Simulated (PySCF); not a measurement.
# S2O (Disulfur monoxide) at SVWN5/STO-6G

What is the vertical ionisation energy of S2O (Disulfur monoxide) at SVWN5/STO-6G? Input form: a Python script.

Program for the calculation: PySCF 2.14.0.

8 further runs of the same task are left out: 8 set aside as unsound or not needed.

**1. Starting point**

S2O: 3 atoms, total charge 0, spin state singlet. SMILES: `O=S=S`. Geometry: relaxed at PBE0-D4/def2-TZVP.

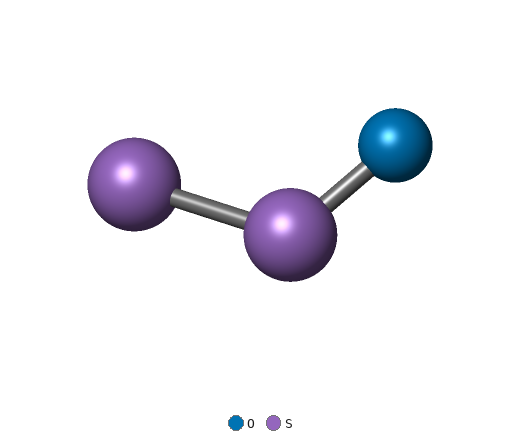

The structure, seen from a chosen angle (oxygen blue, sulfur purple).

**2. A single-point energy at SVWN5/STO-6G**

job.py

```python
from pyscf import gto, dft

system = gto.M(
    atom='O 0.451630 1.204020 0.493170; S 0.529120 -0.205510 0.148940; S -0.980740 -0.998510 -0.642110',
    verbose=3,
    spin=0,
    max_memory=1860,
    charge=0,
    basis='sto-6g',
)

ks = dft.RKS(system, xc='svwn')
ks.conv_tol = 1e-10
ks.grids.level = 5
ks.kernel()
if not ks.converged:
    ks = ks.newton().run(ks.mo_coeff, ks.mo_occ)

energy = ks.e_tot
print(f'total energy: {energy:.8f} hartree')
```

Command:

```sh
$ OMP_NUM_THREADS=1 python job.py
```

Log:

```text
converged SCF energy = -864.991254281792
total energy: -864.99125428 hartree
```

It took 2.7 s on 1 thread of Arm Neoverse V1, shared host; peak memory 0.14 GiB.

**3. The doublet cation at the same level**

job.py

```python
from pyscf import gto, dft

mol = gto.M(
    atom=[
    ('O', (0.451630, 1.204020, 0.493170)),
    ('S', (0.529120, -0.205510, 0.148940)),
    ('S', (-0.980740, -0.998510, -0.642110)),
],
    verbose=3,
    max_memory=1860,
    basis='sto-6g',
    charge=1,
    spin=1,
)

calc0 = dft.UKS(mol, xc='svwn')
calc0.conv_tol = 1e-10
calc0.grids.level = 5
calc0.kernel()
if not calc0.converged:
    calc0 = calc0.newton().run(calc0.mo_coeff, calc0.mo_occ)

etot = calc0.e_tot
print('E(%s) = %.9f' % ('SVWN5', etot))
```

Command:

```sh
$ OMP_NUM_THREADS=1 python job.py
```

Log:

```text
converged SCF energy = -864.750827389495  <S^2> = 0.75316602  2S+1 = 2.0031635
E(SVWN5) = -864.750827389
```

Run time: 4.2 s. Hardware: 1 thread of Arm Neoverse V1, shared host; peak memory 0.14 GiB.

**4. Results**

At SVWN5/STO-6G:

| quantity | value |
| --- | --- |
| singlet S2O: total energy | -864.99125 Eh |
| singlet S2O: dipole moment | 1.00 D |
| singlet S2O: HOMO energy | -1.75 eV |
| singlet S2O: LUMO energy | -0.43 eV |
| singlet S2O: HOMO–LUMO gap | 1.32 eV |
| doublet cation: total energy | -864.75083 Eh |
| doublet cation: HOMO energy (highest over α and β) | -11.92 eV |
| doublet cation: LUMO energy (lowest over α and β) | -11.28 eV |
| doublet cation: ⟨S²⟩ | 0.753 |
| vertical ionisation energy (to the doublet cation) | 6.542 eV |

In words: Removing an electron at fixed nuclei costs 6.54 eV (631 kJ/mol). The negative HOMO energy of the first species, 1.75 eV, lies 4.79 eV below that difference. In a minimal basis such a difference can be off by several eV, whatever the method. Mulliken charges (doublet cation) run from -0.10 on O1 to +0.70 on S2.
